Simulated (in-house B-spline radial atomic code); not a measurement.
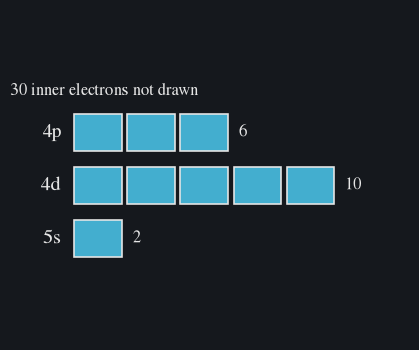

Figure 1. The outer shells of the closed core: a box for each of the 2l + 1 orbitals, shaded by the share of the shell that is filled, with the electron count at the right.

# Many-body perturbation calculation, with input and output: Te²⁺

Te²⁺, core [Kr] 4d10 5s2. Computed at this level: configuration interaction of two valence electrons with many-body perturbation theory for the core (screened one- and two-electron correlation potentials), Breit and QED, no-pair Dirac, B-spline basis (in-house B-spline radial atomic code).

The input:
```
basis_form = 3
Z = 52
core_configuration = [Kr] 4d10 5s2
rms_radius = 4.7423
mass_number = 130
speed_of_light = 137.035999084
box_radius = 22.5
lmax = 6
intervals = 65
virtual_cutoff = 5408.0
```

Hardware: 1 CPU thread, shared host.

The run was one of a batch that the task file lists, launched with:
```bash
python <driver script> task.json out
```

The program writes its results to a structured record and prints no log; tables and figures of this report are taken from that record.

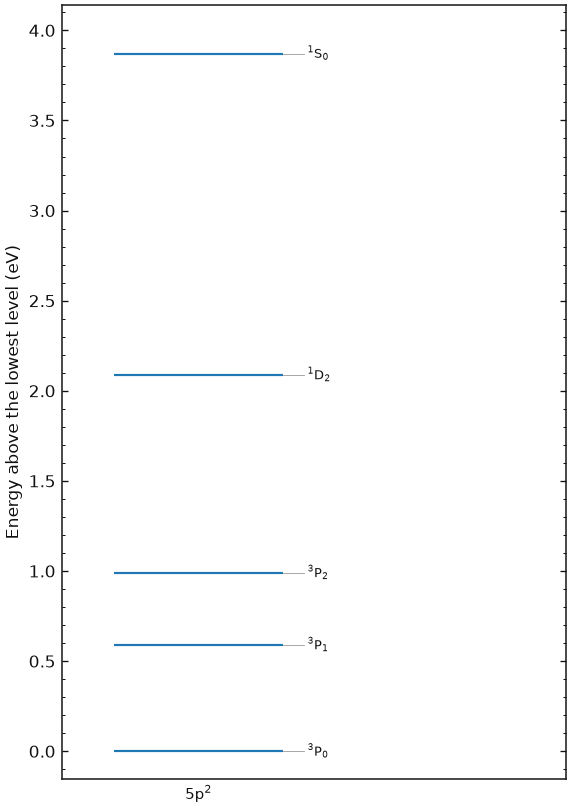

Figure 2. Levels of Te²⁺, two electrons outside the core [Kr] 4d¹⁰ 5s². CI+MBPT: configuration interaction in the frozen-core Dirac–Hartree–Fock potential with screened core-valence correlation, Breit and QED terms; computed with a B-spline radial code. The lowest level is 5p² ³P₀. The first excited level, 5p² ³P₁, lies at 0.590 eV. The ground term spreads over 0.990 eV in the order J = 0, 1, 2, a normal multiplet. All levels drawn have even parity, so no electric dipole line joins them. The ionisation energy is 27.91 eV, against 26.81 eV from CI without core-valence correlation and a measured value of 27.84 eV.

| Level | E (eV) |
| --- | --- |
| 5p² ³P₀ | 0 |
| 5p² ³P₁ | 0.5902 |
| 5p² ³P₂ | 0.9905 |
| 5p² ¹D₂ | 2.088 |
| 5p² ¹S₀ | 3.871 |

Summary:

| quantity | value |
| --- | --- |
| outcome | converged |
| wall time | 3.2 min |

Remarks:

Caveats: the outer s2 shell is a soft core here, levels are rough; the outer n is counted by energy, so a perturber such as np2 can shift it by one.
